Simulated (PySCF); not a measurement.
# PF5: saddle-point search

PF5 (pentafluorophosphorane), SMILES FP(F)(F)(F)F, computed with PBE0-D3(BJ)/def2-SVP saddle search from the GFN2-xTB point and Hessian, gas phase (PySCF 2.14.0).

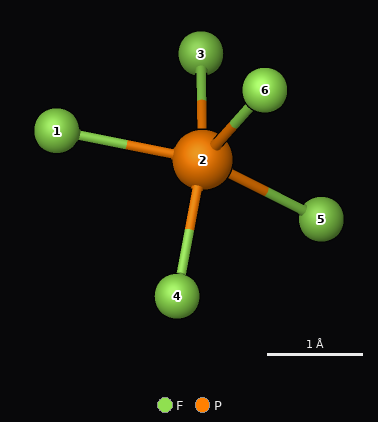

The input geometry (ball-and-stick view, seen at a tilt; atoms are numbered from 1 in the order of the input). Bond lengths as drawn: F–P 1.53 to 1.58 Å.

**Input**
```
{"job": {"xc": "PBE0", "basis": "def2-SVP", "kind": "refine"}, "charge": 0, "multiplicity": 1}
F      0.719494     1.319236    -0.519949
P     -0.016334     0.007161    -0.027715
F      0.814069    -0.782950    -1.119238
F     -1.178089     0.942481     0.502174
F     -1.083424    -1.159809    -0.097042
F      0.744283    -0.326118     1.261770
```

The first line tells a small driver script what to run in PySCF; the rest is the geometry in Å.

Run on 1 CPU thread, shared host.

Command:
```bash
OMP_NUM_THREADS=1 python <driver script> task.json out
```

**Log**
```
step      E/eV     max force
  0    -22846.41414   0.9787
  1    -22846.42396   0.3484
  2    -22846.42570   0.0288
  3    -22846.42570   0.0110
```

**Trajectory as extended XYZ (Å, eV, eV/Å), 4 frames, from step=0 to step=3**
```
6
Properties=species:S:1:pos:R:3:forces:R:3 step=0 energy=-22846.41414
F     0.7195    1.3192   -0.5199    0.1490   0.1730  -0.0010
P    -0.0163    0.0072   -0.0277   -0.4870   0.2120  -0.8220
F     0.8141   -0.7830   -1.1192    0.1500  -0.1260  -0.0950
F    -1.1781    0.9425    0.5022   -0.1290   0.1200   0.1440
F    -1.0834   -1.1598   -0.0970   -0.1210  -0.1830   0.0540
F     0.7443   -0.3261    1.2618    0.4390  -0.1950   0.7190
6
Properties=species:S:1:pos:R:3:forces:R:3 step=1 energy=-22846.42396
F     0.7221    1.3263   -0.5237   -0.0600  -0.0680  -0.0030
P    -0.0242    0.0106   -0.0407    0.1730  -0.0750   0.2930
F     0.8236   -0.7901   -1.1189   -0.0700   0.0540   0.0240
F    -1.1822    0.9469    0.5120    0.0580  -0.0450  -0.0540
F    -1.0903   -1.1650   -0.0994    0.0390   0.0790  -0.0280
F     0.7510   -0.3286    1.2706   -0.1400   0.0550  -0.2340
6
Properties=species:S:1:pos:R:3:forces:R:3 step=2 energy=-22846.42570
F     0.7210    1.3242   -0.5231    0.0050   0.0010   0.0040
P    -0.0218    0.0095   -0.0367    0.0070  -0.0030   0.0120
F     0.8204   -0.7877   -1.1195   -0.0020  -0.0020  -0.0030
F    -1.1810    0.9456    0.5087    0.0030   0.0030   0.0120
F    -1.0884   -1.1634   -0.0990   -0.0030   0.0010   0.0020
F     0.7496   -0.3282    1.2696   -0.0100   0.0000  -0.0270
6
Properties=species:S:1:pos:R:3:forces:R:3 step=3 energy=-22846.42570
F     0.7213    1.3243   -0.5228    0.0000  -0.0010   0.0000
P    -0.0219    0.0096   -0.0369   -0.0010   0.0010  -0.0010
F     0.8207   -0.7879   -1.1193   -0.0070   0.0020  -0.0060
F    -1.1810    0.9456    0.5090    0.0050   0.0010   0.0050
F    -1.0883   -1.1635   -0.0987   -0.0040   0.0050  -0.0020
F     0.7492   -0.3280    1.2687    0.0070  -0.0080   0.0030
```

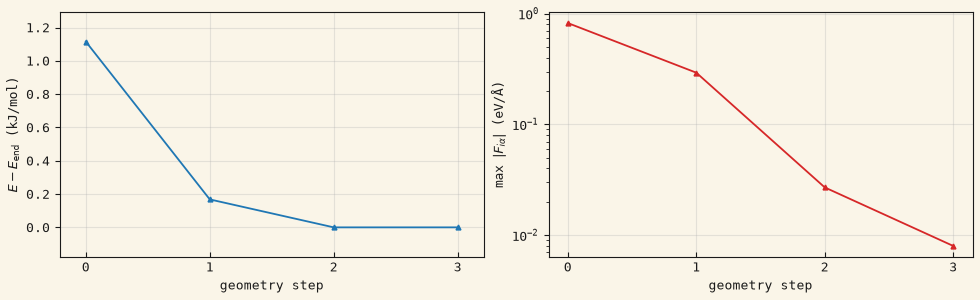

Progress of the saddle-point search, step by step (steps are counted from 0). After 3 geometry steps the energy has fallen by 1.12 kJ/mol. Largest force component: 0.82 eV/Å at the start, 0.008 eV/Å at the end. The largest move after the best rigid fit is that of P2, 0.011 Å. By element the largest moves are P 0.011 Å, F 0.009 Å. Among the contacts that change: P2–F6 1.534 → 1.553 Å. (Atoms are counted from 1 in the order of the input.)

**Summary**

| quantity | value |
| --- | --- |
| outcome | converged |
| total energy | −839.590666 hartree |
| wall time | 10 s |
| peak memory | 0.45 GiB |
